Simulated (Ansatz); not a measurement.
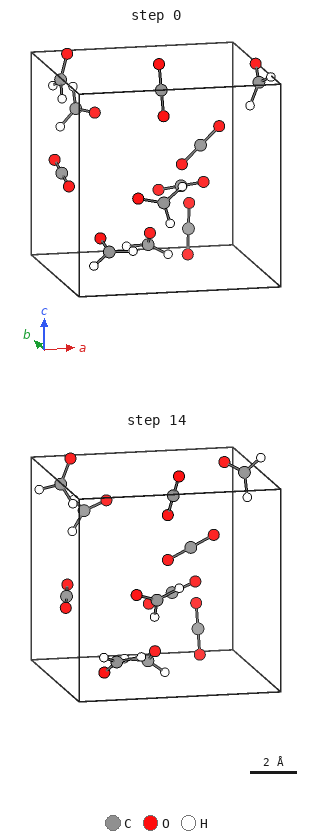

The structure of an amorphous cell of composition H12C11O16 before (top) and after (bottom) a relaxation, at one scale.

A ball-and-stick model of the cell of the calculation, seen slightly off an axis.

The cell holds 5 CO2 + 6 H2CO. The run prepares the start of a later molecular dynamics calculation, from a guessed geometry.

These are results of Ansatz, DFT PBE-D3(BJ), scalar-relativistic, plane waves, PAW, not measurements. Settings: plane-wave cutoff 420 eV; k-point mesh 1 × 1 × 1; occupations fermi dirac; smearing width 0.05 eV; no spin polarisation; atoms relaxed in a fixed cell; force threshold 0.3 eV/Å; at most 15 steps.

Question: What changed between the two?

Answer: The relaxation stopped without meeting its thresholds, so the last structure isn't shown to be converged. It used up its limit of 15 steps. The largest move is that of an O atom, 1.42 Å roughly along [−3 1 1]. Largest moves by element: O 1.42 Å, H 1.24 Å, C 0.92 Å. The cell doesn't change. Some distances before and after: C–H 1.104 → 1.133 Å, C–O 1.179 → 1.172 Å, C–O 1.220 → 1.214 Å. Over 13 accepted moves (14 points after the start) the energy falls by 61.4 meV per atom. The largest force component goes from 2 to 0.54 eV/Å. The line search rejected the trial step at point 9 of the run. The forces were under the threshold at step 11, but the run went on from there. The run took 2.8 min on 1 thread of Arm Neoverse N1, with other jobs on the host, peak memory 0.62 GiB.
